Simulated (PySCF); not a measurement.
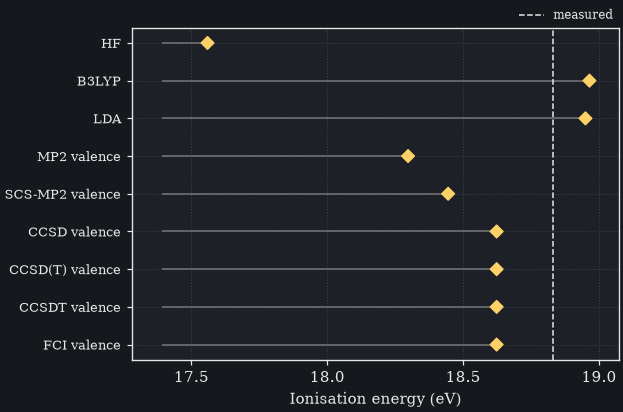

The ionisation energy of an atom or ion with 12 electrons in the configuration [Ne] 3s² by several methods. PySCF, x2c-TZVPall, spin-free X2C-1e, unrestricted single determinants, no spin-orbit coupling. Methods marked “valence” freeze 10 core electrons.

**Which atom or ion is it?**

Al II (Al⁺). The values run from 17.56 eV (HF) to 18.96 eV (B3LYP). The measured value is 18.83 eV; nearest to it come LDA (+0.12) and B3LYP (+0.14), furthest HF (−1.27 eV).
